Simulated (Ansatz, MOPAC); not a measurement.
Dissociation curve of PH, triplet.

Levels of theory: ROCCSD(T) = Ansatz (a first-principles code) with CCSD(T) on ROHF/cc-pVTZ, frozen core; UCCSDT = CCSDT on UHF/cc-pVTZ, frozen core run with Ansatz; PM6, unrestricted, heats of formation (MOPAC); ROHF/cc-pVTZ (Ansatz).

Energies are in eV, each relative to the lowest point of its own curve near equilibrium.

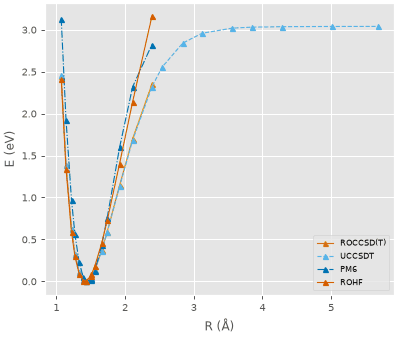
Figure: Energy against bond length for each method.

```csv
R / Å,ROCCSD(T),UCCSDT,PM6,ROHF
1.07,2.452,2.455,3.132,2.414
1.14,1.386,1.388,1.926,1.345
1.22,0.624,0.625,0.969,0.586
1.27,0.330,0.331,0.561,0.297
1.33,0.115,0.116,0.232,0.092
1.39,0.016,0.016,0.052,0.006
1.43,0.000,0.000,0.000,0.000
1.50,0.045,0.044,0.019,0.066
1.51,0.057,0.056,0.031,0.082
1.56,0.138,0.136,0.124,0.182
1.66,0.368,0.364,0.433,0.458
1.74,0.593,0.587,0.760,0.727
1.92,1.143,1.132,1.597,1.404
2.11,1.701,1.682,2.319,2.141
2.39,2.348,2.318,2.822,3.158
2.54,—,2.555,—,—
2.84,—,2.841,—,—
3.12,—,2.958,—,—
3.56,—,3.019,—,—
3.85,—,3.031,—,—
4.29,—,3.037,—,—
5.01,—,3.039,—,—
5.68,—,3.040,—,—
```

Dashes: no converged value, or the column stops at the first point that the program doubted or that broke a chosen test of continuity, which isn't proof of a fault.

The T1 diagnostic of CCSD on the restricted reference of ROCCSD(T) exceeds 0.045 at 2.39 to 2.54 Å. The unrestricted determinant behind UCCSDT is spin-contaminated at 1.92 to 5.68 Å (<S²> up to 3.0, against 2.00 for a pure triplet).
